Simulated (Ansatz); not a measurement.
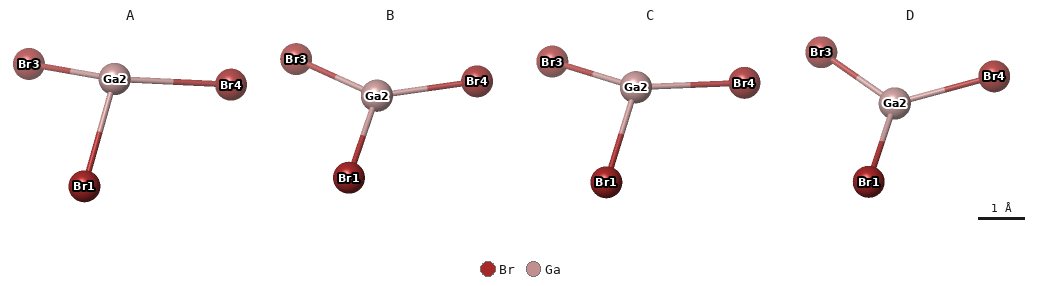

4 geometries from one relaxation of GaBr$_{3}$ (coarse preliminary run), in shuffled order. Style: ball-and-stick. Shown from a free direction.

The start comes from a force field.

All numbers below come from Ansatz 0.2.0, RKS PBE-D4/def2-SVP. Set-up: force threshold 0.03 eV/Å; at most 200 steps.

Order the frames from highest to lowest energy.

Answer. A, C, B, D. They are steps 0, 1, 2, 4, at +151.6 kJ/mol, +55.7 kJ/mol, +18.1 kJ/mol relative to the last. After 4 geometry steps the energy has fallen by 151.6 kJ/mol. The largest force component goes from 2 to 0.0047 eV/Å. Ga2 moves most after the best rigid fit: 0.58 Å. Largest moves by element: Ga 0.58 Å, Br 0.41 Å. Among the contacts that change: Br1–Ga2 2.652 → 2.284 Å, Ga2–Br4 2.612 → 2.284 Å, Ga2–Br3 2.388 → 2.284 Å. Among the angles between lasting bonds that change: Br1–Ga2–Br3 98.6° → 120.0°, Br1–Ga2–Br4 105.8° → 119.9°, Br3–Ga2–Br4 132.4° → 120.1°.
